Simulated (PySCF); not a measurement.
**SO₂: singlet, from a side-on start**

Where does singlet SO₂ go from a side-on start, is the end point a minimum, and what are its modes, charges and moments?

Computed with PySCF 2.14.0. Level: wB97X, basis S def2-TZVP, O def2-TZVP, no relativity, density fitting.

### 1 Starting geometry

3 atoms, charge 0, spin multiplicity 1.

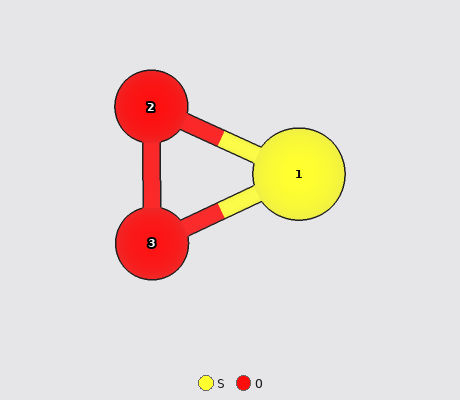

Start geometry, drawn with sulfur yellow, oxygen red; atoms are numbered from 1 in the order of the file.

```xyz
3
charge 0 multiplicity 1
S     0.0000    0.0000    0.0000
O     0.7200    0.0000    1.5508
O    -0.7200    0.0000    1.5508
```

### 2 Finding the electronic state

The steps below are one call of a driver around PySCF. For each, scf.py gives the equivalent set-up of the SCF; relaxations use the driver's own optimiser. The state is first sought with PBE0. After this first run the driver tries any further starts and a stability analysis.

Contents of scf.py:

```python
from pyscf import gto, scf, dft
mol = gto.M(atom='''
S      0.000000     0.000000     0.000000
O      0.720000     0.000000     1.550800
O     -0.720000     0.000000     1.550800''',
    basis={'S': 'def2-TZVP', 'O': 'def2-TZVP'},
    charge=0, spin=0)
mf = dft.RKS(mol, xc='PBE0')
mf.grids.atom_grid = (50, 194)
aux = {'S': 'def2-universal-JKFIT', 'O': 'def2-universal-JKFIT'}
mf = mf.density_fit(auxbasis=aux)
mf.conv_tol = 1e-08
mf.diis_space = 10
mf.max_cycle = 60
mf.init_guess = 'minao'
mf.verbose = 4
mf.kernel()
```

On the command line:

```
OMP_NUM_THREADS=2 python axn.py task.json out
```

What it wrote:

```text
init E= -548.611136522844
  HOMO = -0.245323747601667  LUMO = -0.157987873792358  gap/eV = 2.37653
cycle= 1 E= -548.19602445716  delta_E= 0.415  |g|= 0.447  |ddm|= 1.81
  HOMO = -0.248224172439251  LUMO = -0.139465990476637  gap/eV = 2.95946
cycle= 2 E= -548.087560037701  delta_E= 0.108  |g|= 0.828  |ddm|= 0.759
  HOMO = -0.276956731780722  LUMO = -0.132033694767728  gap/eV = 3.94356
cycle= 3 E= -548.233984873563  delta_E= -0.146  |g|= 0.122  |ddm|= 0.54
  HOMO = -0.271931434456257  LUMO = -0.123226607368458  gap/eV = 4.04646
cycle= 4 E= -548.236823289542  delta_E= -0.00284  |g|= 0.0215  |ddm|= 0.0743
  HOMO = -0.275536457677302  LUMO = -0.125652927270394  gap/eV = 4.07854
cycle= 5 E= -548.236913247831  delta_E= -9e-05  |g|= 0.00375  |ddm|= 0.0162
  HOMO = -0.274990273965566  LUMO = -0.125071633651345  gap/eV = 4.07949
cycle= 6 E= -548.236915922091  delta_E= -2.67e-06  |g|= 0.000391  |ddm|= 0.00312
  HOMO = -0.274928227072161  LUMO = -0.125033253561547  gap/eV = 4.07885
cycle= 7 E= -548.236915960967  delta_E= -3.89e-08  |g|= 9.76e-05  |ddm|= 0.000404
  HOMO = -0.274943673393694  LUMO = -0.125045779283255  gap/eV = 4.07893
cycle= 8 E= -548.236915963145  delta_E= -2.18e-09  |g|= 1.86e-05  |ddm|= 8.34e-05
  HOMO = -0.274945563320511  LUMO = -0.125046513485799  gap/eV = 4.07896
Extra cycle  E= -548.236915963068  delta_E= 7.72e-11  |g|= 2.9e-05  |ddm|= 2.79e-05
converged SCF energy = -548.236915963068
```

This step, with its further starts and checks, took 5.8 s on 2 threads of Arm Neoverse V2, shared host.

Energies from each starting density:

| start | energy (Eh) |
| --- | --- |
| the minimal-basis guess | -548.236916 |
| a thermally smeared density | -548.236916 |
| a smeared PBE density | -548.236916 |

The test of internal stability and the other starts found no lower closed-shell solution.

### 3 Side-on start, singlet: relaxation

The program finds C2v symmetry in the start, which this walk keeps.

Edit scf.py of step 2 so:

```diff
@@ -3,3 +3,3 @@
-S      0.000000     0.000000     0.000000
-O      0.720000     0.000000     1.550800
-O     -0.720000     0.000000     1.550800''',
+S      0.000000     0.000000    -0.775615
+O      0.720000     0.000000     0.775185
+O     -0.720000     0.000000     0.775185''',
@@ -8 +8 @@
-mf = dft.RKS(mol, xc='PBE0')
+mf = dft.RKS(mol, xc='WB97X')
@@ -15 +14,0 @@
-mf.init_guess = 'minao'
```

Energy and gradient, step by step:

| step | energy (Eh) | change (kJ/mol) | largest symmetric gradient (Eh/bohr) |
| --- | --- | --- | --- |
| 0 | -548.485523 | 0.00 | 0.04664 |
| 1 | -548.488552 | -7.95 | 0.00391 |
| 2 | -548.488578 | -8.02 | 0.00070 |
| 3 | -548.488579 | -8.02 | 0.00001 |

The walk took 4 s.

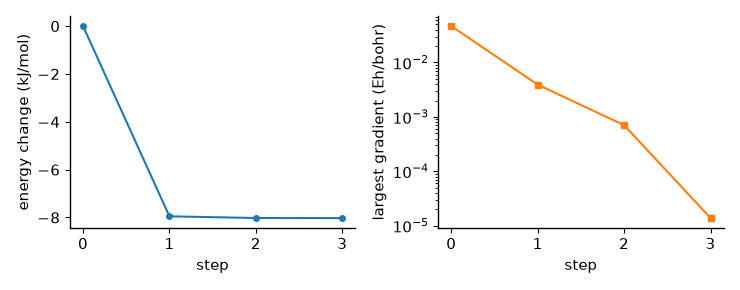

Energy and largest gradient along the walk.

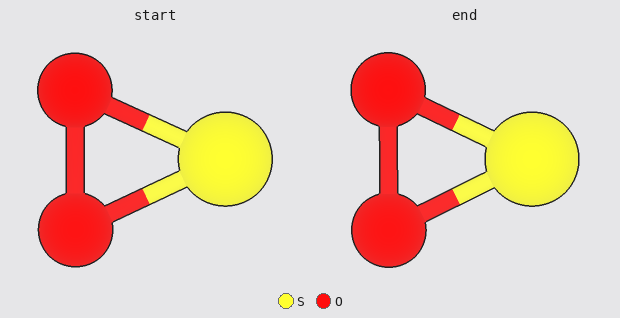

The geometry along the walk, at one scale.

It settles in C2v symmetry, 8.0 kJ/mol below the start, after 3 steps: O–O 1.450 Å, S–O 1.651 Å (×2); O–O–S 64.0° (×2), O–S–O 52.1°.

### 4 Frequencies

On the finer grid the gradient is checked again; gradients at displacements of ±0.02 bohr then give force constants and infrared intensities.

Edit scf.py of step 3 so:

```diff
@@ -3,3 +3,3 @@
-S      0.000000     0.000000    -0.775615
-O      0.720000     0.000000     0.775185
-O     -0.720000     0.000000     0.775185''',
+S      0.000000     0.000000    -0.742132
+O      0.725115     0.000000     0.741601
+O     -0.725115     0.000000     0.741601''',
@@ -9 +9 @@
-mf.grids.atom_grid = (50, 194)
+mf.grids.atom_grid = (75, 302)
@@ -12 +12 @@
-mf.conv_tol = 1e-08
+mf.conv_tol = 1e-10
```

This SCF starts from the last density.

SCF at the final geometry:

```text
init E= -548.488579762674
  HOMO = -0.356650880051376  LUMO = -0.0285838767694244  gap/eV = 8.92716
cycle= 1 E= -548.488579762675  delta_E= -7.96e-13  |g|= 1.99e-06  |ddm|= 2.15e-06
  HOMO = -0.356650608659905  LUMO = -0.0285837397532802  gap/eV = 8.92715
Extra cycle  E= -548.488579762675  delta_E=    0  |g|= 2.34e-06  |ddm|= 2.3e-06
converged SCF energy = -548.488579762675
```

The whole step took 16 s.

Geometry: C2v; O–O 1.450 Å, S–O 1.651 Å (×2); O–O–S 64.0° (×2), O–S–O 52.1°.

Harmonic modes (main isotopes):

| symmetry | ω (cm⁻¹) | IR (km/mol) |
| --- | --- | --- |
| a1 | 746 | 7.2 |
| b2 | 803 | 12.5 |
| a1 | 1084 | 17.8 |

Every mode is real; the point is a minimum.

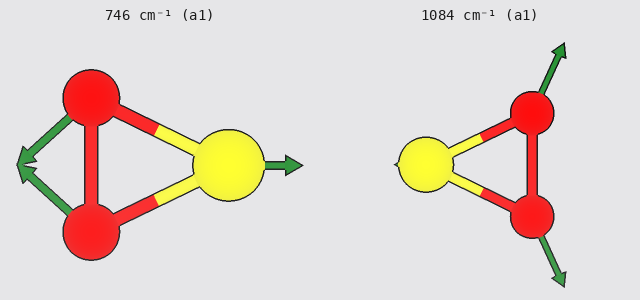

Displacements of 2 of the modes, as arrows (one member where a mode is degenerate).

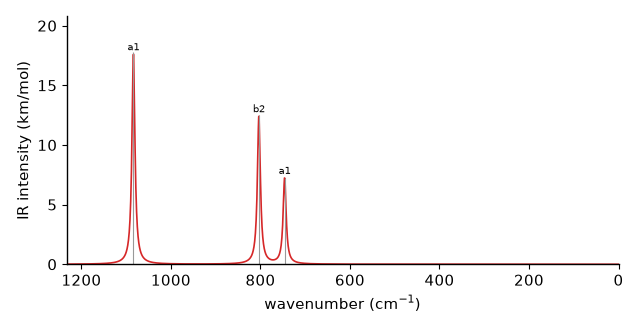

The harmonic infrared spectrum (widths in cm⁻¹). Lines are broadened to a width of 8 cm⁻¹ (Lorentzian).

Constants and moments:

```yaml
Dipole_moment: 1.62 D
Highest_occupied_level: -9.70 eV
Lowest_empty_level: -0.78 eV
Rotational_constants: 1.002, 0.4789, 0.324 cm⁻¹
Zero-point_energy: 15.7 kJ/mol
Principal_polarisabilities: 15.4, 22.3, 29.0 bohr³
Atomisation_energy_without_zero-point_energy: 595 kJ/mol
Principal_traceless_quadrupole_moments_about_the_centre_of_mass: -2.93, 1.25, 1.69 D Å
Entropy_at_298.15_K_and_1_bar: 248.6 J/(mol K)
Heat_capacity_Cp_at_298.15_K: 40.3 J/(mol K)
Enthalpy_at_298.15_K_above_0_K: 10.44 kJ/mol
Rotational_symmetry_number: 2
```

Charges (e) and bond orders:

```tsv
atom	Mulliken	Löwdin	polar tensor	Mayer order to S1
S1	0.29	0.29	0.41	–
O2,3	-0.14	-0.15	-0.20	1.00
```

Outer orbital energies (eV). occupied: -27.65, -23.04, -16.84, -16.75, -15.51, -14.40, -11.32, -9.70; empty: -0.78, 2.05, 2.42, 9.30.

Mulliken populations on S1: s 5.92, p 9.52, d 0.23, f 0.04.

### 5 Stability of the closed shell

At the lowest minimum the closed shell is tested against spin polarisation, on the (50, 194) grid. It is stable.

### 6 Summary of results

| quantity | value |
| --- | --- |
| minimum | singlet, C2v |
| geometry | O–O 1.450 Å, S–O 1.651 Å (×2); O–O–S 64.0° (×2), O–S–O 52.1° |
| wavenumbers (cm⁻¹) | 746 (a1), 803 (b2), 1084 (a1) |
| dipole moment | 1.62 D |
| highest occupied, lowest empty level | -9.70, -0.78 eV |
| polar-tensor charge of S1 | +0.41 e |
| zero-point energy | 15.7 kJ/mol |
| entropy at 298.15 K | 248.6 J/(mol K) |
| atomisation energy (no zero-point energy) | 595 kJ/mol |

What this shows: The molecule stays C2v, as typed, and the end point is a minimum. The strongest infrared band lies at 1084 cm⁻¹ (a1). Other starts or spin states, not run here, may lie lower.

The search up to here took 28 s on 2 threads of Arm Neoverse V2, shared host.
